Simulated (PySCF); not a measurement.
C5H3F2N

Input

```
{"job": {"xc": "PBE0", "basis": "def2-SVPD", "nstates": 6, "ntriplets": 0, "kind": "uv"}, "charge": 0, "multiplicity": 1}
C      2.252254     0.840120    -0.346685
C      1.347456     0.154189     0.068176
C      0.248026    -0.657950     0.559794
C     -1.045824    -0.464602    -0.222734
F     -0.866746    -0.797135    -1.512274
F     -1.983113    -1.287882     0.289023
C     -1.561169     0.926091    -0.159966
N     -1.962367     2.006577    -0.092122
H      3.054924     1.452427    -0.715678
H      0.037311    -0.436911     1.618593
H      0.483926    -1.732618     0.486584
```

Command:

```sh
OMP_NUM_THREADS=1 python ens_run.py task.json out
```

Geometry: PBE0-D3(BJ)/def2-SVP.

These are results of PBE0/def2-SVPD, SCF density, gas phase (PySCF), not measurements.

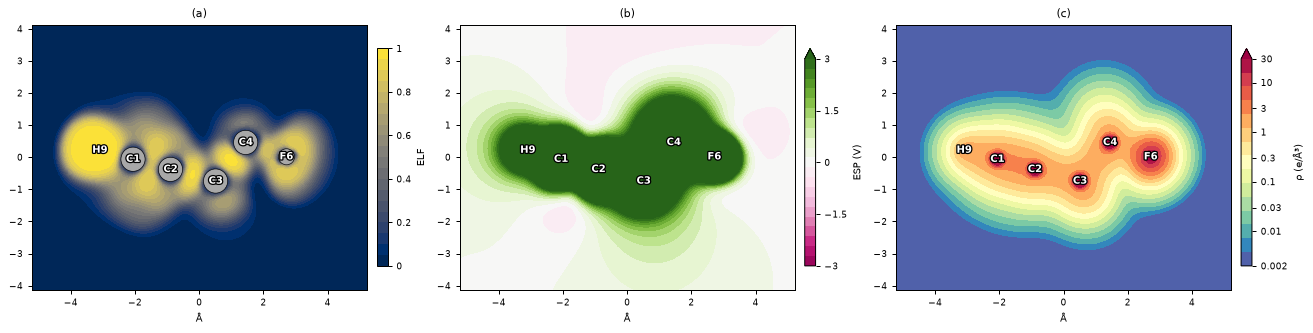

Figure 1. (a) ELF; (b) electrostatic potential; (c) total electron density on the plane of atoms C3, C4 and F6. Grey discs cover the atomic cores in the ELF map.

### What does the map show?

- Atoms in the plane: C, F and H.
- C–C (1.21 Å): the density is about 2.6 e/Å³ at the midpoint; the ELF peaks at about 0.80 between the atoms: a multiple bond.
- C–F (1.35 Å): ρ at the midpoint is about 2.3 e/Å³, with its minimum of 1.8 e/Å³ about 0.5 Å from C; the ELF peaks at about 0.85 between the atoms (a shared but strongly polarised pair).
- C–H (1.07 Å): ρ at the midpoint is about 2 e/Å³; the ELF climbs to about 1 towards the hydrogen, as it does in any bond to H; an ordinary covalent bond to hydrogen.
- The ELF also peaks beside F6, away from the bonds: lone-pair regions.
- Outside the dense part of the molecule the potential is most negative (−0.4 V) near C1.

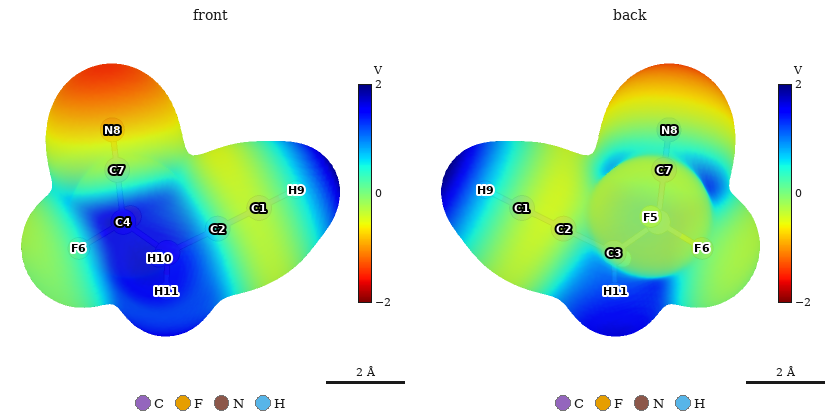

Figure 2. The electrostatic potential painted on the density surface at 0.002 e/bohr³, seen from the front and from behind; red is negative and blue positive.

### Where is the surface potential most negative and most positive?

The most negative region (about −1.4 V) lies over N8, the most positive (about +1.9 V) over H9. N8 is the likeliest acceptor of a hydrogen bond.

### What dipole moment does the calculation give?

Its dipole moment is 3.10 D.
